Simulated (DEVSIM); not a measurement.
Structure: Ti/SiO2/p-InP capacitor, at 300 K.

| layer (left to right) | material | thickness (nm) | Na (cm⁻³) |
|---|---|---|---|
| 1 | SiO2 | 36.0 | - |
| 2 | InP | 9700 | 2e14 |

Metal gate on the left, work function 4.33 eV. Fixed charge at the semiconductor interface 0 cm⁻² (in units of +e); interface traps 1.1e11 cm⁻² eV⁻¹, uniform in energy, neutral level at 0.5 of the gap above the valence band.

This is a model device: material constants are rounded textbook-type values typed into the input, and sizes, dopings and lifetimes were drawn at random. Values at 300 K.

| parameter | SiO2 | InP |
|---|---|---|
| gap (eV) | 9 | 1.344 |
| affinity (eV) | 0.9 | 4.38 |
| permittivity | 3.9 | 12.5 |
| Nc (cm⁻³) | - | 5.7e17 |
| Nv (cm⁻³) | - | 1.1e19 |

Simulated with DEVSIM: 1D Poisson equation in equilibrium, Boltzmann statistics, complete ionisation; no quantum confinement or tunnelling. Metal contacts follow the ideal Schottky-Mott rule: no Fermi-level pinning, no interface dipoles.

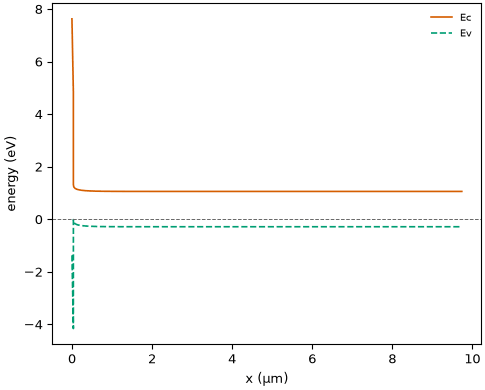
*Band edges at -4.2 V on the gate*

Energies count from the Fermi level of the right contact; mesh points crowd at the junctions.

| x (μm) | Ec (eV) | Ev (eV) | n (cm⁻³) | p (cm⁻³) | field (V/cm) |
|---|---|---|---|---|---|
| 0.000 | 7.630 | -1.370 | < 1e2 | < 1e2 | -780000 |
| 0.001872 | 7.484 | -1.516 | < 1e2 | < 1e2 | -780000 |
| 0.006561 | 7.117 | -1.883 | < 1e2 | < 1e2 | -780000 |
| 0.01800 | 6.221 | -2.779 | < 1e2 | < 1e2 | -780000 |
| 0.03165 | 5.153 | -3.847 | < 1e2 | < 1e2 | -780000 |
| 0.03501 | 4.890 | -4.110 | < 1e2 | < 1e2 | -780000 |
| 0.03647 | 1.323 | -0.021 | < 1e2 | 4.9e18 | -190000 |
| 0.04095 | 1.273 | -0.071 | < 1e2 | 7.0e17 | -72000 |
| 0.05116 | 1.227 | -0.117 | < 1e2 | 1.2e17 | -30000 |
| 0.07845 | 1.179 | -0.165 | < 1e2 | 1.8e16 | -11000 |
| 0.1514 | 1.131 | -0.213 | < 1e2 | 2.9e15 | -4000 |
| 0.4719 | 1.079 | -0.265 | < 1e2 | 3.9e14 | -640 |
| 1.203 | 1.063 | -0.281 | < 1e2 | 2.1e14 | -45 |
| 3.155 | 1.062 | -0.282 | < 1e2 | 2.0e14 | ≈ 0 |
| 7.587 | 1.062 | -0.282 | < 1e2 | 2.0e14 | ≈ 0 |
| 8.932 | 1.062 | -0.282 | < 1e2 | 2.0e14 | ≈ 0 |
| 9.436 | 1.062 | -0.282 | < 1e2 | 2.0e14 | ≈ 0 |
| 9.624 | 1.062 | -0.282 | < 1e2 | 2.0e14 | ≈ 0 |
| 9.707 | 1.062 | -0.282 | < 1e2 | 2.0e14 | ≈ 0 |
| 9.726 | 1.062 | -0.282 | < 1e2 | 2.0e14 | ≈ 0 |
| 9.733 | 1.062 | -0.282 | < 1e2 | 2.0e14 | ≈ 0 |
| 9.736 | 1.062 | -0.282 | < 1e2 | 2.0e14 | ≈ 0 |
